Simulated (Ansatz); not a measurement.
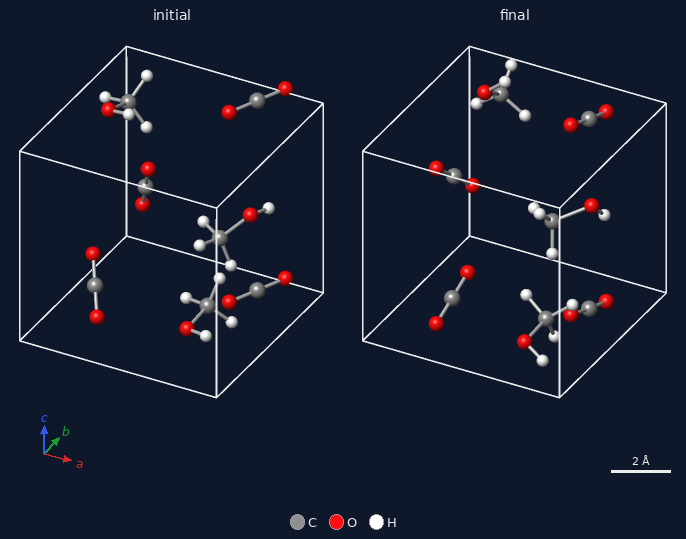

The structure of an amorphous cell of composition H₄C₂O₃ before (left) and after (right) a relaxation, at one scale.

The picture is a ball-and-stick view of the cell of the calculation, seen from a free direction.

The cell holds 3 CO2 + 3 CH3OH. The run prepares the start of a later molecular dynamics calculation, from a guessed geometry.

These are results of Ansatz, DFT PBE-D3(BJ), scalar-relativistic, plane waves, PAW, not measurements.

The input:
```yaml
crystal:
  lattice:
    - [7.599561, 0.0, 0.0]
    - [0.0, 7.599561, 0.0]
    - [0.0, 0.0, 7.599561]
  atoms:
    - { symbol: C, position: [0.7319414, 0.8766485, 0.0012019] }
    - { symbol: O, position: [0.7990468, 1.0163694, 0.0066376] }
    - { symbol: O, position: [0.664836, 0.7369275, -0.0042338] }
    - { symbol: C, position: [0.3312424, 0.5685231, 0.5969867] }
    - { symbol: O, position: [0.3759246, 0.5123332, 0.734467] }
    - { symbol: O, position: [0.2865603, 0.6247131, 0.4595065] }
    - { symbol: C, position: [0.2903273, 0.171296, 0.2837129] }
    - { symbol: O, position: [0.2207137, 0.2810889, 0.3682947] }
    - { symbol: O, position: [0.3599408, 0.061503, 0.1991311] }
    - { symbol: C, position: [0.0323241, 0.9588583, 0.7376516] }
    - { symbol: O, position: [0.0292732, 0.7805428, 0.7946865] }
    - { symbol: H, position: [-0.1029339, 0.9926866, 0.7042515] }
    - { symbol: H, position: [0.1489441, 0.748145, 0.8250341] }
    - { symbol: H, position: [0.0778133, 1.0486392, 0.8410782] }
    - { symbol: H, position: [0.1144845, 0.9774502, 0.6204724] }
    - { symbol: C, position: [0.7127744, 0.5607737, 0.4456823] }
    - { symbol: O, position: [0.8379103, 0.6169162, 0.5731489] }
    - { symbol: H, position: [0.6852461, 0.4230237, 0.4743486] }
    - { symbol: H, position: [0.8639994, 0.7396086, 0.5495338] }
    - { symbol: H, position: [0.5892144, 0.6348799, 0.4539363] }
    - { symbol: H, position: [0.7637908, 0.5702502, 0.311018] }
    - { symbol: C, position: [0.8902363, 0.1198952, 0.3857924] }
    - { symbol: O, position: [0.8867166, -0.0663054, 0.3664101] }
    - { symbol: H, position: [0.7564174, 0.1653451, 0.3616794] }
    - { symbol: H, position: [1.0051075, -0.1090978, 0.3874848] }
    - { symbol: H, position: [0.9291206, 0.1603641, 0.5187482] }
    - { symbol: H, position: [0.9780363, 0.1832141, 0.2903522] }
basis:
  ecutwfc: 420.0
kpoints:
  mp_grid: { grid: [1, 1, 1] }
hamiltonian:
  xc: pbe
  dispersion: d3bj
scf:
  occupations: { method: fermi_dirac, width: 0.02 }
  lower_state_search: "off"
relax:
  f_tol: 0.3
  max_steps: 15
  adjacent_minimum: "off"
```

Launched with:
```bash
ansatz run input.yaml --threads 1 --pin off --max-ram 3072MiB --backend cpu --events-out ev --progress --plain --runs-dir out
```

Describe what moved and what it gained.

The relaxation stopped without meeting its thresholds, so the last structure isn't shown to be converged. It used up its limit of 15 steps. After 14 geometry steps the energy has fallen by 50.0 meV per atom. Largest force component: 0.94 eV/Å at the start, 0.45 eV/Å at the end. The forces were under the threshold at step 5, but the run went on from there. The largest move is that of O5, 1.96 Å roughly along [−3 −1 0]. Largest moves by element: O 1.96 Å, H 1.60 Å, C 1.35 Å. The cell doesn't change. Near-neighbour distances that change, for instance: O17–H19 0.970 → 0.984 Å, C22–O23 1.423 → 1.437 Å, C16–H20 1.097 → 1.106 Å, C10–O11 1.423 → 1.431 Å. Among the angles between lasting bonds that change: O5–C4–O6 180.0° → 176.6°, O2–C1–O3 180.0° → 178.0°. Cost: 45 s on 1 thread of Arm Neoverse V1, on a shared host, peak memory 0.42 GiB.

Limits of the set-up: the periodic images lie only 7.6 Å apart, so the values are limited by the cell's size.
